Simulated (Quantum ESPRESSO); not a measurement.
# Voltage at the next charge: Ir(111), 5 layers against an electrode

Method. Quantum ESPRESSO 7.5, LDA, GBRV ultrasoft; ESM with bc3, a metal electrode 6.00 Å above the top atoms; cell area 6.385 Å²; ions fixed. V is the potential energy of an electron at the electrode over the slab's Fermi level, divided by e, so that it equals the work function at zero charge; positive charge removes electrons.

| charge (e a cell) | V (V) |
| --- | --- |
| 0 | 5.893 |
| 0.0096 | 7.086 |
| 0.0192 | 8.289 |

One more run was made and is withheld. What is V at a charge of 0.0383 e, and what capacitance do the rows imply?

By hand: The last two rows give dV/dq = (8.289 − 7.086)/(0.0192 − 0.0096) = 125.3 V/e, so C = 1602/(6.385 × 125.3) = 2.00 µF/cm², an effective gap of 8.854/2.00 = 4.42 Å. At constant C, V = 8.289 + 125.3 × 0.0191 = 10.68 V.

**Check.** V = 10.705 V; the estimate misses by −0.02 V, 0.9 % of the step. Over the three intervals C goes 2.02, 2.00 and 1.98 µF/cm².

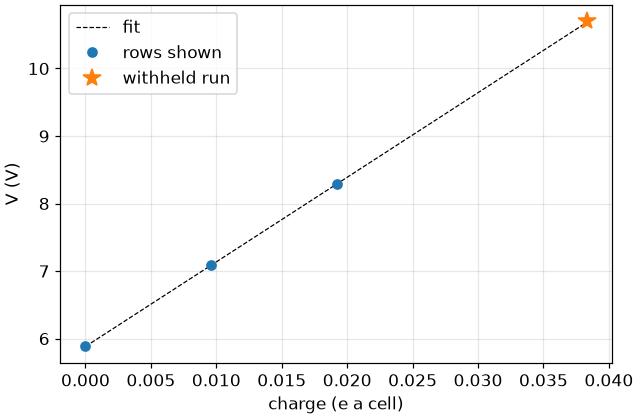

The rows shown, the fit and the withheld run.

**Limits.** Vacuum fills the gap; a dielectric or electrolyte would change C. The slab is thin.
